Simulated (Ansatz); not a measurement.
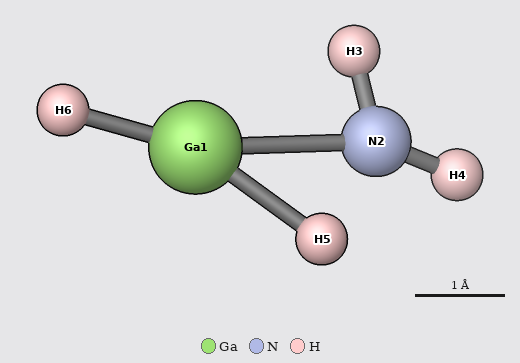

The starting structure (ball-and-stick view, seen at a tilt; atoms are numbered from 1 in the order of the input). Sticks mark near contacts.

Geometry relaxation of GaNH$_{4}$

- system: GaNH$_{4}$
- method: RKS BHLYP/def2-SVP (Ansatz 0.2.0)

The input holds or restrains some coordinates. It belongs to a series of runs on one base structure; here: pulled along the bonds that form and break, towards end A. Figures and captions count atoms from 1; the log counts them from 0 in places.

### Log
```
The last accepted step is kept in [file] (removed where the run ends without a failure and the disk answers)
Engine: ansatz 0.2.0, aarch64-unknown-linux-gnu
Functional definition: BHLYP
  parameter a = 0.5
  exchange = (1 - a)*b88_x + a*exact_x
  correlation = lyp_c
720 factors; integrals over basis functions are off by at most 2.8e-4 eV
mean field evaluation 1: about -53912.0019 eV, gradient 5.2e1 eV
mean field evaluation 2: about -53888.9472 eV, gradient 1.0e2 eV
mean field evaluation 4: about -53917.9238 eV, gradient 1.9e0 eV
mean field evaluation 8: about -53917.9535 eV, gradient 2.5e-1 eV
mean field evaluation 16: about -53917.9540 eV, gradient 4.9e-4 eV
mean field -53917.95400860 eV, -1981.4482629143 hartree, gradient 5.8e-5 eV, S^2 0.000000; 0 other end points of the search recorded, 0 dependent functions left out
the calculation of the forces begins
reference -53917.95415398 eV, -1981.4482682569 hartree; 21, 21 occupied and 45, 45 virtual orbitals, 720 factors
relax step   1: F+E_penalty+E_count = -53917.95400860 eV  Δ(F+E_penalty+E_count) = +0.000e0 eV  max|allowed force component| = 3.493e0 eV/Å  E_restraint = 10.75258628 eV  max|allowed force component, restraints' pulls added| = 2.388e1 eV/Å  Δτ_max = 0.0000 Å  (32 SCF iters, accepted)
  distance N 1 - H 4 = 1.4620 Å
  distance Ga 0 - N 1 = 2.1300 Å
  distance Ga 0 - H 4 = 1.7700 Å
these checks for a lower state are left out or cut short: starts, cluster_reference, orbital_swaps, neighbouring_geometries, increment
720 factors; integrals over basis functions are off by at most 3.2e-4 eV
mean field -53919.11432917 eV, -1981.4909039085 hartree, gradient 1.7e-5 eV, S^2 0.000000; 0 other end points of the search recorded, 0 dependent functions left out
the calculation of the forces begins
reference -53919.11447731 eV, -1981.4909093528 hartree; 21, 21 occupied and 45, 45 virtual orbitals, 720 factors
relax step   2: F+E_penalty+E_count = -53919.11432917 eV  Δ(F+E_penalty+E_count) = -1.160e0 eV  max|allowed force component| = 4.000e0 eV/Å  E_restraint = 4.31674288 eV  max|allowed force component, restraints' pulls added| = 1.759e1 eV/Å  Δτ_max = 0.1948 Å  (38 SCF iters, accepted)
  distance N 1 - H 4 = 1.7571 Å
  distance Ga 0 - N 1 = 2.0997 Å
  distance Ga 0 - H 4 = 1.6480 Å
these checks for a lower state are left out or cut short: starts, cluster_reference, orbital_swaps, neighbouring_geometries, increment
720 factors; integrals over basis functions are off by at most 4.8e-4 eV
mean field evaluation 32: about -53920.4200 eV, gradient 7.1e-1 eV
mean field -53920.42429411 eV, -1981.5390442323 hartree, gradient 3.4e-5 eV, S^2 0.000000; 0 other end points of the search recorded, 0 dependent functions left out
the calculation of the forces begins
reference -53920.42444556 eV, -1981.5390497981 hartree; 21, 21 occupied and 45, 45 virtual orbitals, 720 factors
relax step   3: F+E_penalty+E_count = -53920.42429411 eV  Δ(F+E_penalty+E_count) = -1.310e0 eV  max|allowed force component| = 4.890e0 eV/Å  E_restraint = 0.83043766 eV  max|allowed force component, restraints' pulls added| = 8.790e0 eV/Å  Δτ_max = 0.1949 Å  (32 SCF iters, accepted)
  distance N 1 - H 4 = 2.0438 Å
  distance Ga 0 - N 1 = 2.0206 Å
  distance Ga 0 - H 4 = 1.5898 Å
these checks for a lower state are left out or cut short: starts, cluster_reference, orbital_swaps, neighbouring_geometries, increment
720 factors; integrals over basis functions are off by at most 5.2e-4 eV
mean field -53922.11381177 eV, -1981.6011328610 hartree, gradient 8.9e-6 eV, S^2 0.000000; 0 other end points of the search recorded, 0 dependent functions left out
the calculation of the forces begins
reference -53922.11396305 eV, -1981.6011384204 hartree; 21, 21 occupied and 45, 45 virtual orbitals, 720 factors
relax step   4: F+E_penalty+E_count = -53922.11381177 eV  Δ(F+E_penalty+E_count) = -1.690e0 eV  max|allowed force component| = 3.506e0 eV/Å  E_restraint = 0.00276539 eV  max|allowed force component, restraints' pulls added| = 3.328e0 eV/Å  Δτ_max = 0.1950 Å  (31 SCF iters, accepted)
  distance N 1 - H 4 = 2.2675 Å
  distance Ga 0 - N 1 = 1.9216 Å
  distance Ga 0 - H 4 = 1.5775 Å
these checks for a lower state are left out or cut short: starts, cluster_reference, orbital_swaps, neighbouring_geometries, increment
720 factors; integrals over basis functions are off by at most 5.5e-4 eV
mean field -53922.86031622 eV, -1981.6285663936 hartree, gradient 1.5e-5 eV, S^2 0.000000; 0 other end points of the search recorded, 0 dependent functions left out
the calculation of the forces begins
reference -53922.86046673 eV, -1981.6285719247 hartree; 21, 21 occupied and 45, 45 virtual orbitals, 720 factors
relax step   5: F+E_penalty+E_count = -53922.86031622 eV  Δ(F+E_penalty+E_count) = -7.465e-1 eV  max|allowed force component| = 2.525e0 eV/Å  E_restraint = 0.08327382 eV  max|allowed force component, restraints' pulls added| = 1.398e0 eV/Å  Δτ_max = 0.1998 Å  (29 SCF iters, accepted)
  distance N 1 - H 4 = 2.3087 Å
  distance Ga 0 - N 1 = 1.8748 Å
  distance Ga 0 - H 4 = 1.5588 Å
these checks for a lower state are left out or cut short: starts, cluster_reference, orbital_swaps, neighbouring_geometries, increment
720 factors; integrals over basis functions are off by at most 5.5e-4 eV
mean field -53923.17622721 eV, -1981.6401759085 hartree, gradient 1.9e-5 eV, S^2 0.000000; 0 other end points of the search recorded, 0 dependent functions left out
the calculation of the forces begins
reference -53923.17637735 eV, -1981.6401814260 hartree; 21, 21 occupied and 45, 45 virtual orbitals, 720 factors
relax step   6: F+E_penalty+E_count = -53923.17622721 eV  Δ(F+E_penalty+E_count) = -3.159e-1 eV  max|allowed force component| = 2.430e0 eV/Å  E_restraint = 0.19042256 eV  max|allowed force component, restraints' pulls added| = 9.746e-1 eV/Å  Δτ_max = 0.1394 Å  (28 SCF iters, accepted)
  distance N 1 - H 4 = 2.3484 Å
  distance Ga 0 - N 1 = 1.8635 Å
  distance Ga 0 - H 4 = 1.5486 Å
these checks for a lower state are left out or cut short: starts, cluster_reference, orbital_swaps, neighbouring_geometries, increment
720 factors; integrals over basis functions are off by at most 5.7e-4 eV
mean field evaluation 64: about -53923.1730 eV, gradient 1.7e-5 eV
mean field -53923.17302373 eV, -1981.6400581827 hartree, gradient 1.7e-5 eV, S^2 0.000000; 0 other end points of the search recorded, 0 dependent functions left out
the calculation of the forces begins
reference -53923.17317390 eV, -1981.6400637012 hartree; 21, 21 occupied and 45, 45 virtual orbitals, 720 factors
relax step   7: F+E_penalty+E_count = -53923.17302373 eV  Δ(F+E_penalty+E_count) = +3.203e-3 eV  max|allowed force component| = 1.740e0 eV/Å  E_restraint = 0.12938179 eV  max|allowed force component, restraints' pulls added| = 3.729e-1 eV/Å  Δτ_max = 0.0682 Å  (28 SCF iters, accepted)
  distance N 1 - H 4 = 2.3201 Å
  distance Ga 0 - N 1 = 1.8626 Å
  distance Ga 0 - H 4 = 1.5483 Å
these checks for a lower state are left out or cut short: starts, cluster_reference, orbital_swaps, neighbouring_geometries, increment
720 factors; integrals over basis functions are off by at most 5.7e-4 eV
mean field -53923.17390290 eV, -1981.6400904914 hartree, gradient 1.1e-5 eV, S^2 0.000000; 0 other end points of the search recorded, 0 dependent functions left out
the calculation of the forces begins
reference -53923.17405294 eV, -1981.6400960055 hartree; 21, 21 occupied and 45, 45 virtual orbitals, 720 factors
relax step   8: F+E_penalty+E_count = -53923.17390290 eV  Δ(F+E_penalty+E_count) = -8.792e-4 eV  max|allowed force component| = 1.685e0 eV/Å  E_restraint = 0.12499568 eV  max|allowed force component, restraints' pulls added| = 6.069e-2 eV/Å  Δτ_max = 0.0490 Å  (29 SCF iters, accepted)
  distance N 1 - H 4 = 2.3177 Å
  distance Ga 0 - N 1 = 1.8631 Å
  distance Ga 0 - H 4 = 1.5471 Å
```

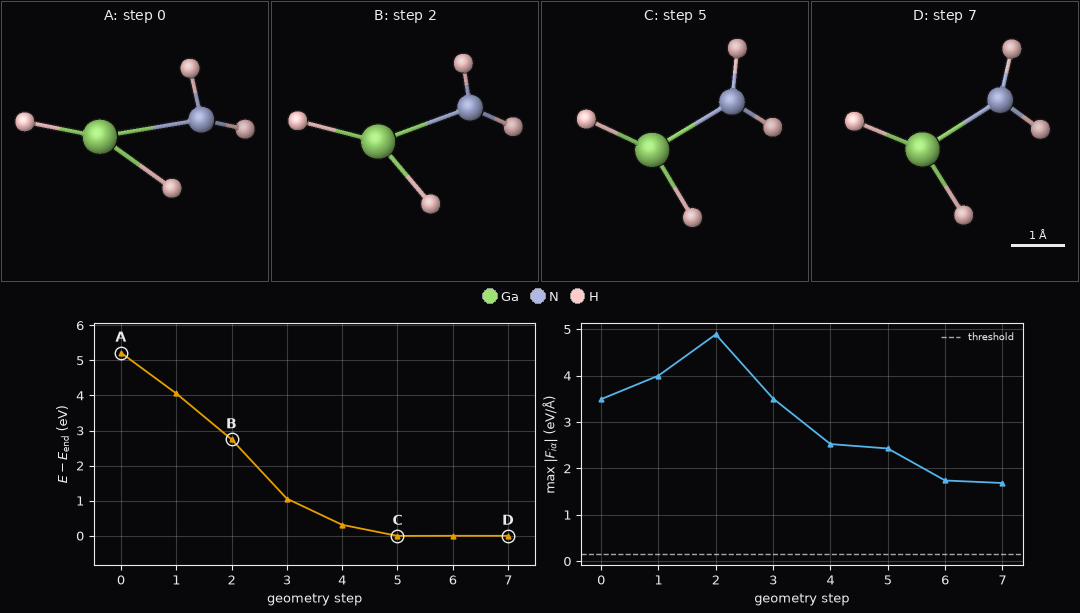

Frames of the restrained relaxation (ball-and-stick view, seen at a tilt) above the curves, on which the letters mark them (the first geometry is step 0 here and step 1 in the log).

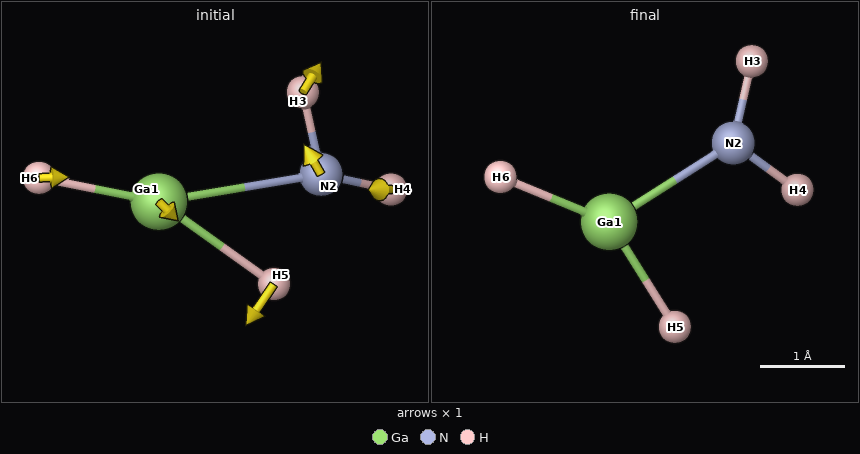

Before (left) and after (right) the restrained relaxation, at one scale (ball-and-stick view, seen at a tilt). The yellow arrows give the displacements, at true length. The atom that moves furthest after the best rigid fit is H5 (0.62 Å). Largest moves by element: H 0.62 Å, N 0.44 Å, Ga 0.36 Å. Among the contacts that change: Ga1–N2 2.130 → 1.863 Å, Ga1–H5 1.770 → 1.547 Å, N2–H3 1.060 → 1.007 Å, Ga1–H6 1.570 → 1.535 Å. Among the angles that change: Ga1–N2–H3 80.8° → 132.4°, N2–Ga1–H5 42.8° → 85.1°, Ga1–N2–H4 156.7° → 115.7°. Over 7 geometry steps the energy falls by 5.220 eV. Largest force component: 3.5 eV/Å at the start, 1.7 eV/Å at the end. (Atoms are counted from 1 in the order of the input.)

```
720 factors; integrals over basis functions are off by at most 5.7e-4 eV
mean field -53923.17390290 eV, -1981.6400904914 hartree, gradient 1.1e-5 eV, S^2 0.000000; 1 other end points of the search recorded, 0 dependent functions left out
the calculation of the forces begins
reference -53923.17405294 eV, -1981.6400960055 hartree; 21, 21 occupied and 45, 45 virtual orbitals, 720 factors
Total energy: -53923.17405294 eV, -1981.6400960055 hartree
Atom 0 at     0.357040     0.014744    -0.008235 Å, force     1.304211     0.051920     1.685243 eV/Å
Atom 1 at     0.971320    -0.009210     1.750501 Å, force    -1.256763    -0.142602    -0.247343 eV/Å
Atom 2 at     0.498968    -0.120620     2.632686 Å, force     0.010211     0.011470     0.022392 eV/Å
Atom 3 at     1.970361     0.025410     1.864769 Å, force    -0.027138     0.016015     0.011913 eV/Å
Atom 4 at     1.849058     0.168752    -0.387168 Å, force     0.030016     0.064758    -1.433970 eV/Å
Atom 5 at    -1.083347    -0.079076    -0.529853 Å, force    -0.060537    -0.001561    -0.038237 eV/Å
Dipole moment:    -0.120412    -0.038528     0.062198 e Å
```

### Trajectory as extended XYZ (Å, eV, eV/Å), 8 frames, from step=1 to step=8
```
6
Properties=species:S:1:pos:R:3:forces:R:3 step=1 energy=-53917.95401
Ga    0.0000    0.0000    0.0000    3.4925   0.6325  -2.5284
N     1.3882    0.0000    1.6155    0.4085   0.6219   0.9785
H     0.5112   -0.2713    2.1455    1.7487  -0.2667   0.4756
H     2.2651    0.2713    2.1455   -2.0754  -0.1725   0.1704
H     1.7585    0.0000    0.2012   -2.1401  -0.7960  -0.0334
H    -1.3596    0.0000   -0.7850   -1.4343  -0.0192   0.9373
6
Properties=species:S:1:pos:R:3:forces:R:3 step=2 energy=-53919.11433
Ga    0.1047    0.0097    0.0067    3.9996   0.8618  -0.4258
N     1.3296    0.0213    1.7120   -2.6304  -0.0464  -0.3700
H     0.5024   -0.2874    2.1877    0.9328  -0.1554   2.6397
H     2.2367    0.2698    2.1673   -1.8905  -0.2505  -0.3447
H     1.7525   -0.0133    0.0069   -1.1788  -0.2337  -2.9483
H    -1.3625   -0.0001   -0.7580    0.7673  -0.1758   1.4492
6
Properties=species:S:1:pos:R:3:forces:R:3 step=3 energy=-53920.42429
Ga    0.1952    0.0254    0.0477    2.8200   0.4793   0.5131
N     1.2291    0.0260    1.7838    1.2165   1.6462  -3.3605
H     0.4970   -0.2935    2.2577   -2.3773  -1.4070   4.8896
H     2.2037    0.2630    2.1515   -2.7268  -0.7074  -0.8401
H     1.7670   -0.0163   -0.1875   -0.4803   0.0683  -2.6216
H    -1.3287   -0.0046   -0.7305    1.5479  -0.0793   1.4195
6
Properties=species:S:1:pos:R:3:forces:R:3 step=4 energy=-53922.11381
Ga    0.2922    0.0362    0.0764    1.7596   0.2053   0.4807
N     1.1547    0.0545    1.7935   -3.5060  -0.4841  -0.9249
H     0.4385   -0.3202    2.4147    1.4678   0.5552   1.1389
H     2.1185    0.2394    2.0750   -0.9268  -0.4190  -0.1384
H     1.8020   -0.0044   -0.3789   -0.3563   0.1622  -1.7719
H    -1.2427   -0.0055   -0.6580    1.5616  -0.0196   1.2155
6
Properties=species:S:1:pos:R:3:forces:R:3 step=5 energy=-53922.86032
Ga    0.3379    0.1248    0.0389    1.5650  -0.5881   1.0110
N     1.0734    0.0468    1.7616   -2.5248  -0.1021  -0.6767
H     0.4062   -0.2140    2.4718    0.8175   0.1917   0.7596
H     2.0554    0.0812    1.9952   -0.4044  -0.1070   0.0027
H     1.8263    0.0693   -0.4208   -0.1108   0.3136  -1.5684
H    -1.1359   -0.1080   -0.5239    0.6575   0.2919   0.4717
6
Properties=species:S:1:pos:R:3:forces:R:3 step=6 energy=-53923.17623
Ga    0.3695    0.0645   -0.0068    1.4595  -0.2843   1.5567
N     1.0151   -0.0437    1.7380   -2.4299  -0.1174   0.4889
H     0.4226   -0.1281    2.5803    0.9746   0.1100  -0.7052
H     1.9945    0.0572    1.9361    0.0046   0.0102   0.0425
H     1.8517    0.1439   -0.4484   -0.0364   0.1809  -1.3841
H    -1.0901   -0.0938   -0.4765    0.0275   0.1006   0.0013
6
Properties=species:S:1:pos:R:3:forces:R:3 step=7 energy=-53923.17302
Ga    0.3655    0.0260   -0.0221    1.3333  -0.0406   1.7400
N     0.9736   -0.0301    1.7375   -0.9783  -0.0661  -0.0923
H     0.4825   -0.1393    2.6110    0.0220   0.0372  -0.0107
H     1.9700    0.0680    1.8890   -0.3098  -0.0504  -0.0957
H     1.8627    0.1459   -0.3982   -0.0159   0.1126  -1.4421
H    -1.0909   -0.0706   -0.4945   -0.0512   0.0073  -0.0992
6
Properties=species:S:1:pos:R:3:forces:R:3 step=8 energy=-53923.17390
Ga    0.3570    0.0147   -0.0082    1.3042   0.0519   1.6852
N     0.9713   -0.0092    1.7505   -1.2568  -0.1426  -0.2473
H     0.4990   -0.1206    2.6327    0.0102   0.0115   0.0224
H     1.9704    0.0254    1.8648   -0.0271   0.0160   0.0119
H     1.8491    0.1688   -0.3872    0.0300   0.0648  -1.4340
H    -1.0833   -0.0791   -0.5299   -0.0605  -0.0016  -0.0382
```

This output came from the following input.

### The input
```yaml
crystal:
  periodic: [false, false, false]
  atoms:
    - { symbol: Ga, position_ang: [0.0, 0.0, 0.0] }
    - { symbol: "N", position_ang: [1.3882, 0.0, 1.6155] }
    - { symbol: H, position_ang: [0.5112, -0.2713, 2.1455] }
    - { symbol: H, position_ang: [2.2651, 0.2713, 2.1455] }
    - { symbol: H, position_ang: [1.7585, 0.0, 0.2012] }
    - { symbol: H, position_ang: [-1.3596, 0.0, -0.785] }
basis:
  gaussian: { orbitals: def2-SVP }
hamiltonian:
  xc: { name: BHLYP }
relax:
  f_tol: 0.15
  max_steps: 25
  restrain:
    - { distance: [1, 4], at: 2.26, k: 30.0 }
    - { distance: [0, 1], at: 1.93, k: 30.0 }
    - { distance: [0, 4], at: 1.57, k: 30.0 }
```

Run as:
```bash
ansatz run input.yaml --threads 1 --pin off --max-ram 2048MiB --backend cpu --events-out ev --progress --plain --runs-dir out
```

### Key numbers

- outcome: converged under the restraints of the input
- total energy: −53923.1741 eV
- mean-field energy: −53923.1741 eV
- largest force (length of the vector) at the end, held atoms and coordinates included: 2.132 eV/Å
- hardware: 1 thread of Arm Neoverse V2, 24 GiB of memory available, shared host
- wall time: 15 s
- peak memory: 0.12 GiB
